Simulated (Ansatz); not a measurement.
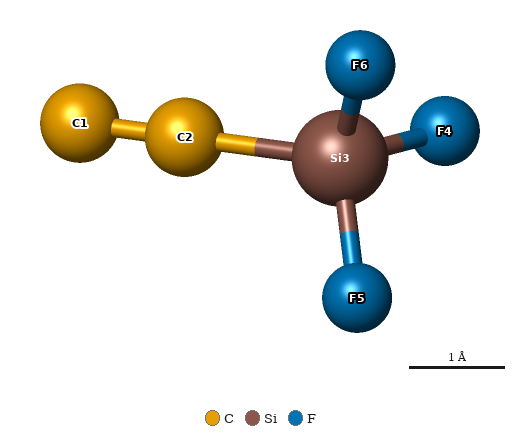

The input geometry of run A (ball-and-stick view, seen at an oblique angle; atoms are numbered from 1 in the order of the input). Bond lengths as drawn: C–C 1.21 Å, C–Si 1.80 Å and F–Si 1.57 Å.

# What a change does: single-point calculation on C2F3Si

System: C2F3Si, multiplicity 2, SMILES [C]#C[Si](F)(F)F.
Method of run A: UKS SPW92/def2-TZVPP (Ansatz 0.2.0).

The geometry comes from this level: PBE0-D4/def2-TZVP. Text and figures count atoms from 1; the logs count them from 0 in places.

Input file, run A:
```yaml
crystal:
  periodic: [false, false, false]
  atoms:
    - {symbol: C, position_ang: [-0.330211, -2.361230, 0.703187]}
    - {symbol: C, position_ang: [-0.165791, -1.214841, 0.356513]}
    - {symbol: Si, position_ang: [0.078615, 0.488438, -0.158641]}
    - {symbol: F, position_ang: [-1.011863, 0.906187, -1.204875]}
    - {symbol: F, position_ang: [1.491118, 0.664547, -0.815976]}
    - {symbol: F, position_ang: [-0.019769, 1.452899, 1.073593]}
basis:
  gaussian: {orbitals: def2-TZVPP}
magnetization: {spin_polarized: true, initial_magnetization: 1}
hamiltonian: {xc: lda}
output: {orbitals: {seedname: orbitals}}
```

Hardware: 4 CPU threads, shared host.

Output (run A):
```
Functional definition: SPW92
  exchange = slater_x
  correlation = pw_c
1116 factors; their error is unknown
mean field evaluation 1: about -17995.8554 eV, gradient 5.2e1 eV
mean field evaluation 2: about -17971.9863 eV, gradient 8.9e1 eV
mean field evaluation 4: about -18005.0975 eV, gradient 9.6e0 eV
mean field evaluation 8: about -18005.4603 eV, gradient 2.3e-1 eV
mean field evaluation 16: about -18005.4415 eV, gradient 2.9e-4 eV
mean field evaluation 32: about -18005.2586 eV, gradient 1.1e0 eV
mean field -18005.44151172 eV, -661.6877710293 hartree, gradient 8.9e-6 eV, S^2 0.770158; 4 other end points of the search recorded, 0 dependent functions left out
reference -18005.44154297 eV, -661.6877721776 hartree; 27, 26 occupied and 170, 171 virtual orbitals, 1116 factors
Total energy: -18005.44154297 eV, -661.6877721776 hartree
```

Run B used a changed input.

The two runs side by side:

| quantity | run A | run B |
| --- | --- | --- |
| outcome | converged | converged |
| total energy (hartree) | −661.687772 | −665.268599 |
| HOMO (eV) | −8.32 | −8.34 |
| LUMO (eV) | −7.48 | −6.73 |
| ⟨S²⟩ | 0.770 | 0.790 |
| basis functions | 197 | 197 |
| wall time (shared host) | 2.5 s | 10 s |

What was changed in the input?

The change (lines with − go, lines with + come):
```diff
-hamiltonian: {xc: lda}
+hamiltonian: {xc: {name: B97M-V}}
```

The total energies belong to different methods, so their difference says nothing on which is more stable or more accurate. The LUMO goes from −7.48 to −6.73 eV.

Output (run B):
```
Functional definition: B97M-V
  parameter cx00 = 1.000
  parameter cx01 = 1.308
  parameter cx02 = 1.901
  parameter cx10 = 0.416
  parameter cx11 = 3.070
  parameter css00 = 1.000
  parameter css02 = -1.855
  parameter css10 = -5.668
  parameter css32 = -20.497
  parameter css42 = -20.364
  parameter cos00 = 1.000
  parameter cos01 = 1.573
  parameter cos03 = -6.298
  parameter cos10 = 2.535
  parameter cos32 = -6.427
  parameter b = 6.0
  parameter c = 0.01
  gx(w, u) = cx00 + cx01*u + cx02*u^2 + (cx10 + cx11*u)*w
  gss(w, u) = css00 + css02*u^2 + css10*w + (css32*w^3 + css42*w^4)*u^2
  gos(w, u) = cos00 + cos01*u + cos03*u^3 + cos10*w + cos32*w^3*u^2
  exchange = spin_sum(e_x_unif_s*gx(b97_w, b97_u_x))
  correlation = spin_sum(e_c_pw_mod_same_spin*gss(b97_w, b97_u_same))
      + integral(e_c_pw_mod_opposite_spin*gos(b97_w_opposite, b97_u_opposite)) + vv10(b, c)
1116 factors; their error is unknown
mean field evaluation 1: about -18094.7467 eV, gradient 4.9e1 eV
mean field evaluation 2: about -18079.9065 eV, gradient 7.4e1 eV
mean field evaluation 4: about -18102.7909 eV, gradient 5.2e0 eV
mean field evaluation 8: about -18102.8994 eV, gradient 2.4e-1 eV
mean field evaluation 16: about -18102.8807 eV, gradient 9.8e-4 eV
mean field evaluation 32: about -18102.0583 eV, gradient 9.8e0 eV
mean field -18102.88074348 eV, -665.2685967494 hartree, gradient 2.5e-5 eV, S^2 0.790192; 4 other end points of the search recorded, 0 dependent functions left out
reference -18102.88079501 eV, -665.2685986432 hartree; 27, 26 occupied and 170, 171 virtual orbitals, 1116 factors
Total energy: -18102.88079501 eV, -665.2685986432 hartree
```
